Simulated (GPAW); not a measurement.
## SrCl2 (Fm-3m): G0W0 on several meshes in GPAW

How does the mesh move the gap of SrCl2 (Fm-3m)?

Main program and level: GPAW 26.7.0; LDA and many-body steps on it, plane waves.

### 1. Starting point

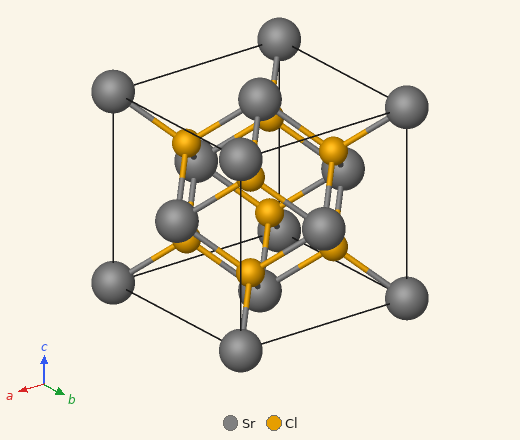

The starting structure, seen from a free direction (strontium grey, chlorine orange). This picture shows the conventional cell, with its axes. Some periodic images of atoms are drawn too.

Structure file:

```cif
data_structure
_symmetry_space_group_name_H-M 'P 1'
_symmetry_Int_Tables_number 1
_cell_length_a 4.9333
_cell_length_b 4.9333
_cell_length_c 4.9333
_cell_angle_alpha 60.000
_cell_angle_beta 60.000
_cell_angle_gamma 60.000
_cell_volume 84.90
loop_
_atom_site_label
_atom_site_type_symbol
_atom_site_fract_x
_atom_site_fract_y
_atom_site_fract_z
_atom_site_occupancy
Sr1 Sr 0.00000 0.00000 0.00000 1
Cl2 Cl 0.25000 0.25000 0.25000 1
Cl3 Cl 0.75000 0.75000 0.75000 1
```

The cell and positions come from the Crystallography Open Database and are kept as given unless a step says otherwise.

### 2. Empty states on the mesh, 4×4×4 mesh, 295 bands

This step: GPAW 26.7.0; DFT, LDA, plane waves, PAW.

The sums over transitions need many empty states on a uniform mesh; this step solves for them.

The input, run.py:

```python
import json
import numpy as np
from gpaw.mpi import world
from gpaw import GPAW

calc = GPAW('gs.gpw').fixed_density(kpts={'size': (4, 4, 4), 'gamma': True},
    parallel={'domain': 1, 'band': 1},
    txt='nscf.txt')
calc.diagonalize_full_hamiltonian(nbands=295)
calc.write('full.gpw', mode='all')
res = {}
kpts = calc.get_ibz_k_points()
res['kpts'] = kpts
res['eigenvalues'] = [calc.get_eigenvalues(kpt=k) for k in range(len(kpts))]
res['n_electrons'] = calc.get_number_of_electrons()

if world.rank == 0:
    with open('result.json', 'w') as f:
        json.dump(res, f, default=lambda x: x.tolist())
```

Started as:

```sh
> mpirun -n 4 gpaw python run.py
```

Numbers of over 12 decimals in the logs are rounded to 6 here.

Log:

```text
Diagonalizing LCAO Hamiltonian
Converting LCAO to pw mode
convergence criteria:
- Maximum integral of absolute [eigenst]ate change: 4e-08 eV^2 / valence electron
maximum number of iterations: 100

SCF iterations
|iter     |     time |      energy | eigst |  dens |
|iter:   1|  |             | +1.44 |       |
|iter:   2|  |             | +0.41 |       |
|iter:   3|  |             | -0.08 |       |
[...]
|iter:  10|  |             | -6.36 |       |
|iter:  11|  |             | -7.22 |       |
|iter:  12|  |             | -7.52c|       |
SCF steps: 12
  __  _  _
 | _ |_)|_||  |
 |__||  | ||/\| - 26.7.0

Input parameters:
  mode=PW(ecut=450.000000),
  convergence={'density': 1e-06, 'bands': -3},
  gpts=array([25, 25, 25]),
  kpts=MonkhorstPack(size=(4, 4, 4), gamma=True),
  maxiter=100,
  nbands=19,
  occupations=Occupations(name='fermi-dirac', width=0.001, fixmagmom=False),
  parallel={'domain': 1, 'band': 1},
  xc=XC(name='LDA')
Matrix size: 1837x1837
# Writing to full.gpw (mode='all')
  [... matrices ...]

timing:  # [seconds]
  Total: 13.087  # ━━━━━━━━━━━━━━━━━━━━━━━━━━━━━━━━━━━━━━━━━━━━━━━━━━━━━━━━━━
```

The job ended after 18 s (4 MPI ranks of Arm Neoverse V1, shared host; peak memory 1.7 GiB).

Numbers from this step:

| Item | Value |
| --- | --- |
| gap | 4.883 eV |
| k of the valence top | 0.5, 0.5, 0 |
| k of the conduction bottom | 0, 0, 0 |
| least direct gap | 5.167 eV |
| k points computed | 8 |
| lowest point of the top converged band, above the valence top | 121.7263 eV |

On this mesh the gap is 4.883 eV.

### 3. 4×4×4

Now the one-shot GW correction: screening in the RPA, then the self-energy of the levels asked for.

This step: G0W0 on LDA, plane waves, PAW.

The input, run.py:

```python
import json
import numpy as np
from gpaw.mpi import world
from gpaw.response.g0w0 import G0W0

gw = G0W0('full.gpw',
    filename='gw',
    kpts=[0, 5],
    bands=(10, 14),
    ecut=78,
    nbands=132,
    integrate_gamma='WS',
    ppa=True)
gw.calculate()
res = {mode: {k: v for k, v in r.items() if k != 'sigma_eskwn'}
       for mode, r in gw.all_results.items()}

if world.rank == 0:
    with open('result.json', 'w') as f:
        json.dump(res, f, default=lambda x: x.tolist())
```

Started as:

```sh
> mpirun -n 4 gpaw python run.py
```

Log:

```text
Using integrator: PointIntegrator
FrequencyGridDescriptor(from 0.000+0.000j to 0.000+27.211j eV, 2 points)
Nonperiodic BCs:  [False False False]
Using integrator: PointIntegrator
FrequencyGridDescriptor(from 0.000+0.000j to 0.000+27.211j eV, 2 points)
Nonperiodic BCs:  [False False False]
  ___  _ _ _
 |   || | | |
 | | || | | |
 |__ ||_____|
 |___|

BZ k-points: Symmetries present (total): 48

  [... matrices ...]
64 k-points: 4 x 4 x 4 Monkhorst-Pack grid + [1/8,1/8,1/8]
8 k-points in the irreducible part of the Brillouin zone
       k-points in crystal coordinates                weights
   0:     0.00000000    0.00000000    0.00000000          1/64
   1:     0.25000000    0.25000000    0.00000000          6/64
   2:     0.25000000    0.25000000    0.25000000          8/64
   3:     0.50000000    0.25000000   -0.25000000          6/64
   4:     0.50000000    0.25000000    0.25000000         12/64
   5:     0.50000000    0.50000000    0.00000000          3/64
   6:     0.50000000    0.50000000    0.25000000         24/64
   7:     0.50000000    0.50000000    0.50000000          4/64

Distributing spins, k-points and bands (1 x 2 x 4) over 4 processes
Number of blocks: 1

Quasi particle states:
k-points (IBZ indices): [0, 5]
Band range: (10, 14)
  [... matrices ...]
Computational parameters:
Plane wave cut-off: 78 eV
Number of bands: 132
Coulomb cutoff: None
Broadening: 0.1 eV

fxc modes: GW
Kernel: RPA
Using Godby-Needs plasmon-pole approximation:
  Fitting energy: i*E0, E0 = 1.000 Hartree
Summing all q:

Calculating screened Coulomb potential
No Coulomb truncation
FrequencyGridDescriptor(from 0.000+0.000j to 0.000+27.211j eV, 2 points)
Removing empty qpoint cache files...

Calculating chi0 body with:
    Ground state adapter containing:
    Number of spins: 1
    Number of kpoints: 64
    Number of irreducible kpoints: 8
    Number of completely occupied states: 12
    Number of partially occupied states: 12
    Occupied states memory: 2.861023 M / cpu

    Linear response parametrization:
    q_c: [0.0, 0.0, 0.0]
    Number of frequency points: 2
    Planewave cutoff: 78.0
    Number of bands: 132
    Number of planewaves: 137
    Broadening (eta): 1e-06
    comm.size: 4
    kncomm.size: 4
    blockcomm.size: 1

    Memory estimate of potentially large arrays:
        chi0_wGG: 0.572784 M / cpu
Integrating chi0 body.

Symmetries of q_c:
    Direct symmetries (Uq -> q): 48
    Indirect symmetries (TUq -> q): 0
In total 48 allowed symmetries.

  [... matrices ...]
8 groups of equivalent kpoints. 87.5% reduction.

Integral kind: response function
Integrating chi0 head and wings.

Symmetries of q_c:
    Direct symmetries (Uq -> q): 48
    Indirect symmetries (TUq -> q): 0
In total 48 allowed symmetries.

  [... matrices ...]
8 groups of equivalent kpoints. 87.5% reduction.

Integral kind: response function wings

Calculating chi0 body with:
    Ground state adapter containing:
    Number of spins: 1
    Number of kpoints: 64
    Number of irreducible kpoints: 8
    Number of completely occupied states: 12
    Number of partially occupied states: 12
    Occupied states memory: 2.861023 M / cpu

[... the further q-points ...]

Results:
f:      Occupation numbers
eps:     KS-eigenvalues [eV]
vxc:     KS vxc [eV]
exx:     Exact exchange [eV]
sigma:   Self-energies [eV]
dsigma:  Self-energy derivatives
Z:       Renormalization factors
qp:      QP-energies [eV]

k-point 0 (0): (0.000, 0.000, 0.000)                GW
band       f     eps     vxc     exx   sigma  dsigma       Z      qp
                                                                   GW
  10   1.000   1.091 -16.951 -21.000   2.478  -0.232   0.812  -0.184
  11   1.000   1.091 -16.951 -21.000   2.478  -0.232   0.812  -0.184
  12   0.000   6.321  -9.853  -5.339  -3.251  -0.161   0.861   7.409
  13   0.000   7.284 -11.111  -5.647  -3.405  -0.168   0.856   9.047

k-point 1 (5): (0.500, 0.500, 0.000)                GW
band       f     eps     vxc     exx   sigma  dsigma       Z      qp
                                                                   GW
  10   1.000   1.031 -16.820 -20.818   2.458  -0.233   0.811  -0.219
  11   1.000   1.437 -17.371 -21.317   2.445  -0.232   0.811   0.220
  12   0.000   6.604  -9.757  -4.887  -3.232  -0.162   0.861   8.014
  13   0.000   8.274 -12.906  -7.106  -3.514  -0.174   0.852  10.221
```

It took 36 s on 4 MPI ranks; peak memory 1.2 GiB; 2.4 min of CPU time.

This step gave:

```
G0W0 gap on the points computed              : 7.189 eV
least direct G0W0 gap on the computed points : 7.593 eV
Z at the valence top                         : 0.8115
Z at the conduction bottom                   : 0.8613
starting gap on the mesh                     : 4.883 eV
k of the valence top                         : 0.5, 0.5, 0
k of the conduction bottom                   : 0, 0, 0
```

The gap on the mesh goes from 4.88 eV to 7.19 eV, a correction of +2.31 eV.

### 4. Empty states on the mesh, 2×2×2 mesh, 142 bands

This step: DFT, LDA, plane waves, PAW.

The input, run.py:

```python
import json
import numpy as np
from gpaw.mpi import world
from gpaw import GPAW

calc = GPAW('gs.gpw').fixed_density(kpts={'size': (2, 2, 2), 'gamma': True},
    parallel={'domain': 1, 'band': 1},
    txt='nscf.txt')
calc.diagonalize_full_hamiltonian(nbands=142)
calc.write('full.gpw', mode='all')
res = {}
kpts = calc.get_ibz_k_points()
res['kpts'] = kpts
res['eigenvalues'] = [calc.get_eigenvalues(kpt=k) for k in range(len(kpts))]
res['n_electrons'] = calc.get_number_of_electrons()

if world.rank == 0:
    with open('result.json', 'w') as f:
        json.dump(res, f, default=lambda x: x.tolist())
```

Started as:

```sh
> mpirun -n 3 gpaw python run.py
```

Log:

```text
Diagonalizing LCAO Hamiltonian
Converting LCAO to pw mode
convergence criteria:
- Maximum integral of absolute [eigenst]ate change: 4e-08 eV^2 / valence electron
maximum number of iterations: 100

SCF iterations
|iter     |     time |      energy | eigst |  dens |
|iter:   1|  |             | +1.45 |       |
|iter:   2|  |             | +0.07 |       |
|iter:   3|  |             | -0.43 |       |
[...]
|iter:  10|  |             | -6.07 |       |
|iter:  11|  |             | -7.12 |       |
|iter:  12|  |             | -7.71c|       |
SCF steps: 12
  __  _  _
 | _ |_)|_||  |
 |__||  | ||/\| - 26.7.0

Input parameters:
  mode=PW(ecut=450.000000),
  convergence={'density': 1e-06, 'bands': -3},
  gpts=array([25, 25, 25]),
  kpts=MonkhorstPack(size=(2, 2, 2), gamma=True),
  maxiter=100,
  nbands=19,
  occupations=Occupations(name='fermi-dirac', width=0.001, fixmagmom=False),
  parallel={'domain': 1, 'band': 1},
  xc=XC(name='LDA')
Matrix size: 1837x1837
# Writing to full.gpw (mode='all')
  [... matrices ...]

timing:  # [seconds]
  Total: 6.199  # ━━━━━━━━━━━━━━━━━━━━━━━━━━━━━━━━━━━━━━━━━━━━━━━━━━━━━━━━━━━
```

Wall time 10 s (3 MPI ranks); peak memory 1.1 GiB.

Numbers from this step:

```
gap                                                           : 4.883 eV
k of the valence top                                          : 0.5, 0.5, 0
k of the conduction bottom                                    : 0, 0, 0
least direct gap                                              : 5.167 eV
k points computed                                             : 3
lowest point of the top converged band, above the valence top : 69.4269 eV
```

On this mesh the gap is 4.883 eV.

### 5. 2×2×2

This step: G0W0 on LDA, plane waves, PAW.

The input, run.py:

```python
import json
import numpy as np
from gpaw.mpi import world
from gpaw.response.g0w0 import G0W0

gw = G0W0('full.gpw',
    filename='gw',
    kpts=[0, 1],
    bands=(10, 14),
    ecut=78,
    nbands=132,
    integrate_gamma='WS',
    ppa=True)
gw.calculate()
res = {mode: {k: v for k, v in r.items() if k != 'sigma_eskwn'}
       for mode, r in gw.all_results.items()}

if world.rank == 0:
    with open('result.json', 'w') as f:
        json.dump(res, f, default=lambda x: x.tolist())
```

Started as:

```sh
> mpirun -n 4 gpaw python run.py
```

Log:

```text
Using integrator: PointIntegrator
FrequencyGridDescriptor(from 0.000+0.000j to 0.000+27.211j eV, 2 points)
Nonperiodic BCs:  [False False False]
Using integrator: PointIntegrator
FrequencyGridDescriptor(from 0.000+0.000j to 0.000+27.211j eV, 2 points)
Nonperiodic BCs:  [False False False]
  ___  _ _ _
 |   || | | |
 | | || | | |
 |__ ||_____|
 |___|

BZ k-points: Symmetries present (total): 48

  [... matrices ...]
8 k-points: 2 x 2 x 2 Monkhorst-Pack grid + [1/4,1/4,1/4]
3 k-points in the irreducible part of the Brillouin zone
       k-points in crystal coordinates                weights
   0:     0.00000000    0.00000000    0.00000000          1/8
   1:     0.50000000    0.50000000    0.00000000          3/8
   2:     0.50000000    0.50000000    0.50000000          4/8

Distributing spins, k-points and bands (1 x 2 x 4) over 4 processes
Number of blocks: 1

Quasi particle states:
k-points (IBZ indices): [0, 1]
Band range: (10, 14)
  [... matrices ...]
Computational parameters:
Plane wave cut-off: 78 eV
Number of bands: 132
Coulomb cutoff: None
Broadening: 0.1 eV

fxc modes: GW
Kernel: RPA
Using Godby-Needs plasmon-pole approximation:
  Fitting energy: i*E0, E0 = 1.000 Hartree
Summing all q:

Calculating screened Coulomb potential
No Coulomb truncation
FrequencyGridDescriptor(from 0.000+0.000j to 0.000+27.211j eV, 2 points)
Removing empty qpoint cache files...

Calculating chi0 body with:
    Ground state adapter containing:
    Number of spins: 1
    Number of kpoints: 8
    Number of irreducible kpoints: 3
    Number of completely occupied states: 12
    Number of partially occupied states: 12
    Occupied states memory: 2.861023 M / cpu

    Linear response parametrization:
    q_c: [0.0, 0.0, 0.0]
    Number of frequency points: 2
    Planewave cutoff: 78.0
    Number of bands: 132
    Number of planewaves: 137
    Broadening (eta): 1e-06
    comm.size: 4
    kncomm.size: 4
    blockcomm.size: 1

    Memory estimate of potentially large arrays:
        chi0_wGG: 0.572784 M / cpu
Integrating chi0 body.

Symmetries of q_c:
    Direct symmetries (Uq -> q): 48
    Indirect symmetries (TUq -> q): 0
In total 48 allowed symmetries.

  [... matrices ...]
3 groups of equivalent kpoints. 62.5% reduction.

Integral kind: response function
Integrating chi0 head and wings.

Symmetries of q_c:
    Direct symmetries (Uq -> q): 48
    Indirect symmetries (TUq -> q): 0
In total 48 allowed symmetries.

  [... matrices ...]
3 groups of equivalent kpoints. 62.5% reduction.

Integral kind: response function wings

Calculating chi0 body with:
    Ground state adapter containing:
    Number of spins: 1
    Number of kpoints: 8
    Number of irreducible kpoints: 3
    Number of completely occupied states: 12
    Number of partially occupied states: 12
    Occupied states memory: 2.861023 M / cpu

    Linear response parametrization:
[... the further q-points ...]

Results:
f:      Occupation numbers
eps:     KS-eigenvalues [eV]
vxc:     KS vxc [eV]
exx:     Exact exchange [eV]
sigma:   Self-energies [eV]
dsigma:  Self-energy derivatives
Z:       Renormalization factors
qp:      QP-energies [eV]

k-point 0 (0): (0.000, 0.000, 0.000)                GW
band       f     eps     vxc     exx   sigma  dsigma       Z      qp
                                                                   GW
  10   1.000   1.091 -16.951 -21.070   2.546  -0.234   0.810  -0.183
  11   1.000   1.091 -16.951 -21.070   2.546  -0.234   0.810  -0.183
  12   0.000   6.321  -9.853  -5.236  -3.360  -0.166   0.858   7.399
[...]
k-point 1 (1): (0.500, 0.500, 0.000)                GW
band       f     eps     vxc     exx   sigma  dsigma       Z      qp
                                                                   GW
[...]
12   0.000   6.604  -9.757  -4.857  -3.292  -0.166   0.858   7.984
  13   0.000   8.274 -12.906  -7.057  -3.584  -0.178   0.849  10.197
```

Wall time 7.9 s (4 MPI ranks); peak memory 1 GiB.

This step gave:

| Quantity | Value |
| --- | --- |
| G0W0 gap on the points computed | 7.168 eV |
| least direct G0W0 gap on the computed points | 7.582 eV |
| Z at the valence top | 0.8103 |
| Z at the conduction bottom | 0.8579 |
| starting gap on the mesh | 4.883 eV |
| k of the valence top | 0.5, 0.5, 0 |
| k of the conduction bottom | 0, 0, 0 |

Against G0W0 in GPAW (4×4×4 mesh, 132 bands, screening to 78 eV, Godby-Needs plasmon pole), the gap moves by −0.022 eV.

### 6. Side by side

Times are wall times on 4 MPI ranks of Arm Neoverse V1, shared host, good to a factor of about two.

```csv
run,mesh,bands,screening cutoff (eV),DFT gap (eV),gap on the mesh (eV),direct (eV),time
4×4×4,4×4×4,132,78,4.883,7.189,7.593,36 s
2×2×2,2×2×2,132,78,4.883,7.168,7.582,7.9 s
```

### 7. Outcome

```yaml
4x4x4: 7.189 eV
2x2x2: 7.168 eV
known_limits: not at the basis limit; no spin-orbit coupling; coarse k mesh
```

**Reading.** 2×2×2: −0.022 eV against 4×4×4. Bands and cutoff are finite, so the gap is not at the basis limit. The miss can reach some tenths of an eV and take either sign; the mesh is an error of its own. These stock PAW sets were not made for GW. In the G0W0 runs levels were corrected at 2 k points alone, so a gap called «on the mesh» is the least over those, and an edge elsewhere would be missed. The many-body steps are scalar-relativistic: spin-orbit coupling is not in them.

[Paths, hosts, dates, memory and timing lines, banners, echoed tables and standing remarks are left out of the program output.]

[Logs are printed without paths, hosts, clocks, repeated set-up lines and the standing remarks that a program may print on its own settings, such as how far it seeks lower states.]

[Runs of the session that timed out or met a known fault of the program may be left out.]

[Hosts, paths, dates, database ids (printed as entryN), source tags and the programs' standing remarks are cut or masked in the printed files.]
